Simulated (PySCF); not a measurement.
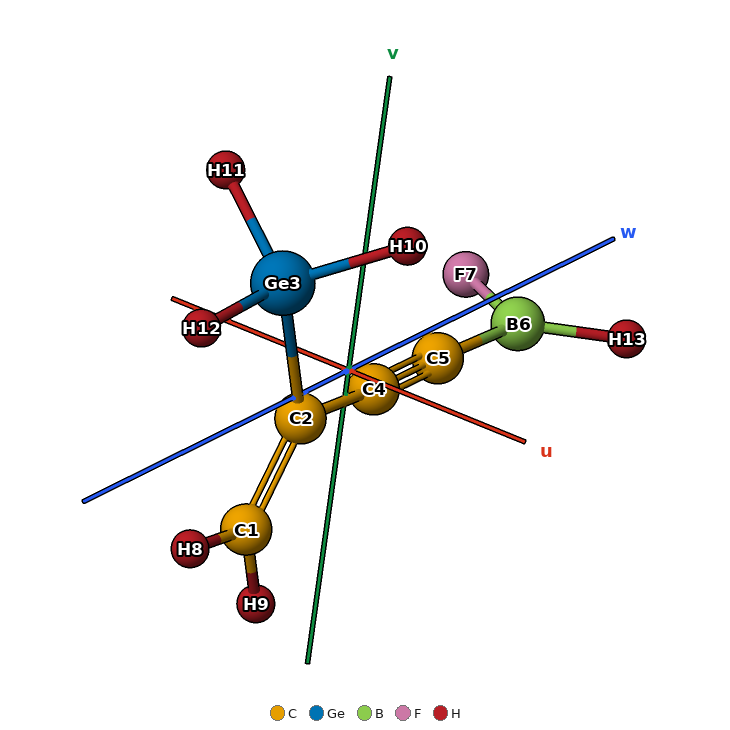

The lines u, v and w are the principal axes of the static dipole polarisability. The geometry was computed by an optimisation with GFN2-xTB. No frequency run is at hand to confirm it as a minimum. Computed with ωB97X-D/def2-SVPD (PySCF 2.14.0).

Question: Along which axis is the molecule most polarisable, and along which least?

Answer: Most along w (nearly parallel to the C4–C5 bond), least along u.

Question: Give the three principal values.

Answer: u 66.6, v 87.8, w 135.0 bohr³; mean 96.5, anisotropy 60.6 bohr³.

The geometry is semi-empirical. Around B, Ge such bond lengths and angles can be off by a tenth of an ångström or more and by several degrees, and values that hang on the shape move with them.
